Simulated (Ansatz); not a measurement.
# Predicting a hybrid from its neighbours: GeH2Cl2O

GeH2Cl2O has 6 atoms, charge 0, and is taken as a singlet. As SMILES, `[OH][GeH]([Cl])[Cl]`. The shape is that of a PBE0-D4/def2-TZVP optimisation. This is one conformer, not always the lowest.

The HOMO–LUMO gap y, in eV, basis cc-pVDZ; a is the functional's share of exact exchange. Programs: Ansatz 0.2.0.

| functional | program | a | y (eV) |
| --- | --- | --- | --- |
| PBE | Ansatz | 0 | 5.85 |
| revPBE | Ansatz | 0 | 5.90 |
| B3LYP | Ansatz | 0.2 | 7.78 |
| r2SCAN0 | Ansatz | 0.25 | 8.85 |
| PBE0 | Ansatz | 0.25 | ? |
| BHLYP | Ansatz | 0.5 | 10.82 |

**Question.** Fit y = c + s·a to the known rows and predict PBE0.

**Answer.** 
1. Means of the 5 rows: a = 0.1900, y = 7.840.
2. Σ(Δa)² = 0.172, Σ(Δa·Δy) = 1.7305, so the slope is 1.7305/0.172 = 10.061.
3. Intercept: 7.840 − (10.061) × 0.1900 = 5.928. The largest residual of the fit is 0.41.
4. PBE0: 5.928 + (10.061) × 0.25 = 8.44 eV.

The run gave 8.42 eV, so the prediction is off by +0.02 eV, within the scatter of the fit. Exact exchange lowers occupied levels and raises empty ones.

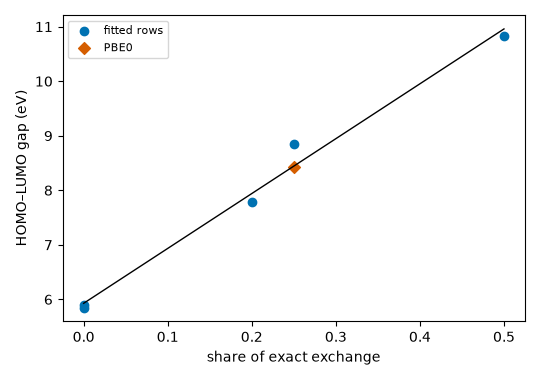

The fitted line, with the withheld row.
